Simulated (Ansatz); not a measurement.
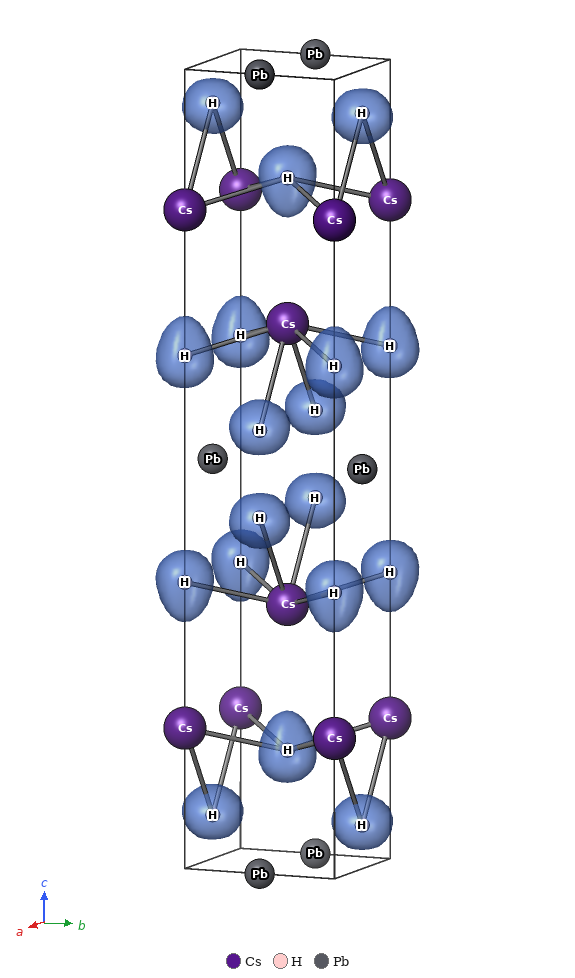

Figure 1: Cs2H4Pb. Isosurface of the ELF at 0.9 (blue), seen slightly off an axis. Core shells and regions of very low density are left out. Sticks mark near contacts.

Space group Immm; a structure from a database of computed crystals, not necessarily the ambient phase; started from the Mn2B4Mo-71 prototype, which need not be the ambient phase.

Computed with Ansatz 0.2.0, DFT, PBEsol, plane waves, PAW.

Core electrons are frozen (PAW), and the valence fields are smoothed inside the atomic spheres.

Input file:

```
crystal:
  lattice:
    - [-2.16440779, 2.21203996, 9.23176788]
    - [2.16440779, -2.21203996, 9.23176788]
    - [2.16440779, 2.21203996, -9.23176788]
  atoms:
    - { symbol: Cs, position: [0.186491, 0.186491, 0.0] }
    - { symbol: Cs, position: [0.813509, 0.813509, 0.0] }
    - { symbol: H, position: [0.352264, 0.352264, 0.0] }
    - { symbol: H, position: [0.647736, 0.647736, 0.0] }
    - { symbol: H, position: [0.427806, 0.927806, 0.5] }
    - { symbol: H, position: [0.572194, 0.072194, 0.5] }
    - { symbol: Pb, position: [0.0, 0.5, 0.5] }
kpoints:
  mp_grid: { grid: [8, 8, 8] }
hamiltonian:
  xc: pbesol
scf:
  occupations: { method: fermi_dirac, width: 0.03 }
relax:
  f_tol: 0.01
  cell: {}
  max_steps: 120
output:
  write_density: true
  write_potential: true
  elf: true
  volumetric_format: npy
```

Command:

```sh
ansatz run input.yaml --threads 4 --pin off --max-ram 4608MiB --backend cpu --events-out ev --progress --plain --runs-dir out
```

Below, planes, directions and counts refer to the conventional cell (a = 3.42 Å, b = 4.00 Å, c = 19.87 Å, α = 90.00°, β = 90.00°, γ = 90.00°).

The fields are those of the run's last geometry, not of the input's.

What do the ELF domains correspond to?

The ELF exceeds this value in eight regions around hydrogen nuclei, counted in one cell of 14 atoms. Regions shared between cells count once. Along the contacts the grid gives the following. Cs–H (2.72 Å): the ELF climbs to about 1 towards the hydrogen: a hydride-like H with a filled shell, bound largely ionically. Pb–H (2.85 Å): the ELF climbs to about 1 towards the hydrogen.
